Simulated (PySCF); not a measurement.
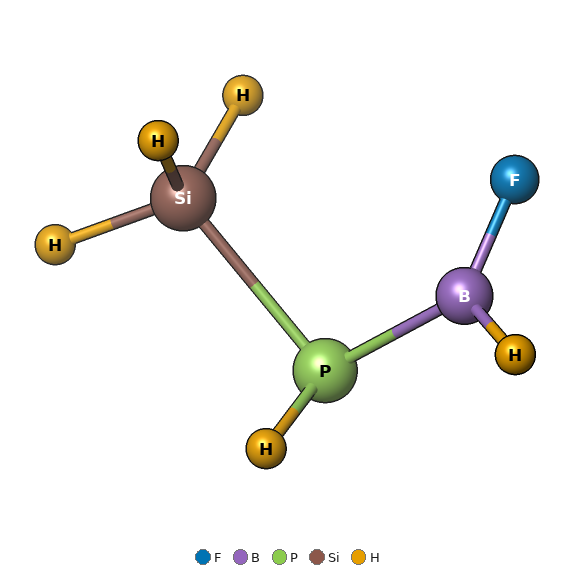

A ball-and-stick model of a molecule. Every bond is drawn as one stick, whatever its order.

The geometry was computed by an optimisation with PBE0-D3(BJ)/def2-SVP. No frequency run is at hand to confirm it as a minimum.

> Count the atoms of each element.

BFH5PSi, 9 atoms: 1 boron, 1 fluorine, 5 hydrogen, 1 phosphorus and 1 silicon.

> How many sets of symmetry-equivalent atoms are there?

9: 1 F, 1 B, 1 P, 1 Si, 1 H, 1 H, 1 H, 1 H, 1 H.

> Give the symmetry (Schoenflies symbol).

C1.

> Name some functional groups or characteristic bonds that it holds.

Among them: Si–H bond, B–H bond.

> Does it have rings?

It has no ring.

More results for the same structure follow; atom numbers are the same in all pictures, views and colours differ.

**NMR shielding**

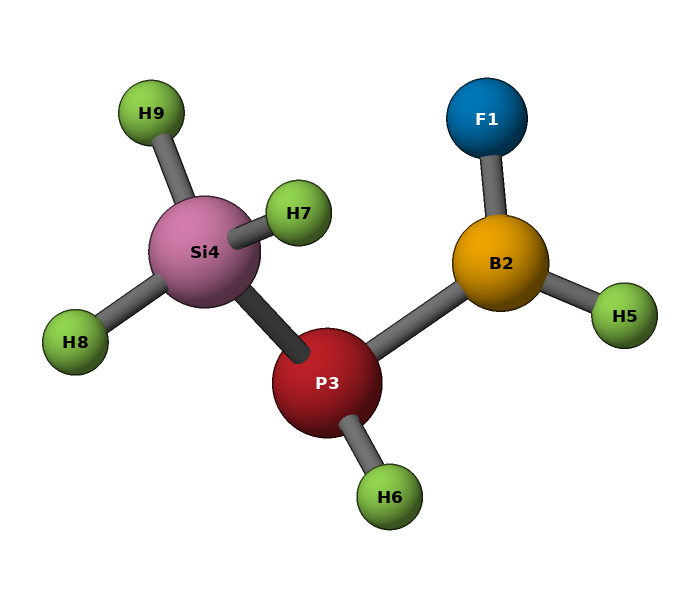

The questions are on isotropic NMR shieldings of the H atoms. No frequency run is at hand to confirm it as a minimum. Properties computed with GIAO PBE0/IGLO-III NMR shielding, non-relativistic, gas phase (PySCF 2.14.0).

> Which H atom is the most shielded (lowest chemical shift)?

H6 (29.20 ppm).

> Which H atom is the least shielded (highest chemical shift)?

H5 (24.51 ppm).

> How wide is the range of H shifts?

4.69 ppm.

List the isotropic NMR shieldings of the H atoms.

| atom | σ (ppm) |
| --- | --- |
| H5 | 24.51 |
| H6 | 29.20 |
| H7 | 26.87 |
| H8 | 27.19 |
| H9 | 26.99 |

**Quadrupole coupling**

No frequency run is at hand to confirm it as a minimum. Electric field gradients from the ground-state density, PBE0/IGLO-III (PySCF 2.14.0), non-relativistic apart from any core potentials.

Give the largest field-gradient component, the quadrupole coupling constant and the asymmetry for 11B at B2 (Q = 40.59 mb).

| atom | V_zz (a.u.) | e²qQ/h (MHz) | η |
| --- | --- | --- | --- |
| B2 | 0.428 | 4.08 | 0.48 |

**Dipole moment**

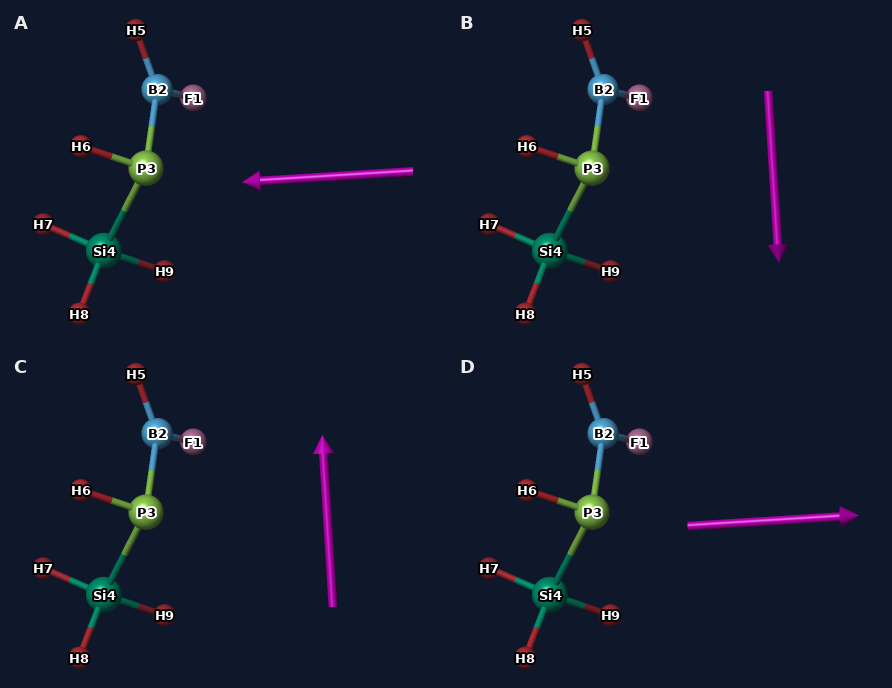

The same molecule four times, each with an arrow. No frequency run is at hand to confirm it as a minimum. Level of theory: PBE0/pcSseg-0, gas phase (PySCF 2.14.0).

> Which arrow points along the dipole moment, from the negative to the positive end?

A. The dipole moment is 1.71 D; it points from the side of F1 to the side of H7 (the outermost atoms at the two ends).

**Charges**

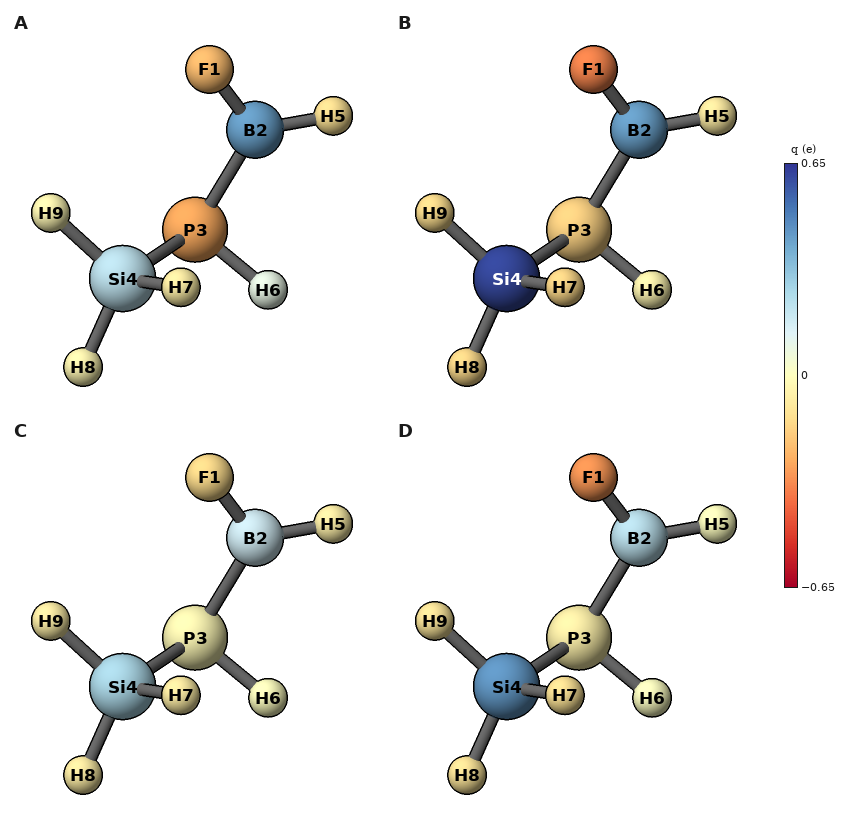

Atomic charges of one calculation by 4 schemes, on one colour scale. No frequency run is at hand to confirm it as a minimum. Computed with PBE0/IGLO-III (PySCF 2.14.0).

> The schemes are ESP-fitted, Hirshfeld, IAO, Mulliken. Which panel shows which?

A ESP-fitted, B Mulliken, C Hirshfeld, D IAO.

List the charges (e), one line for each set of equivalent atoms.

```tsv
atom	ESP-fitted	Mulliken	Hirshfeld	IAO
F1	−0.21	−0.34	−0.14	−0.30
B2	0.41	0.41	0.17	0.22
P3	−0.26	−0.16	−0.03	−0.05
Si4	0.21	0.61	0.25	0.44
H5	−0.11	−0.07	−0.06	0.00
H6	0.09	−0.04	0.00	0.01
H7	−0.06	−0.15	−0.07	−0.11
H8	−0.03	−0.14	−0.07	−0.10
H9	−0.03	−0.13	−0.06	−0.10
```

Mulliken values depend strongly on the basis set and can even reverse the polarity of a bond.
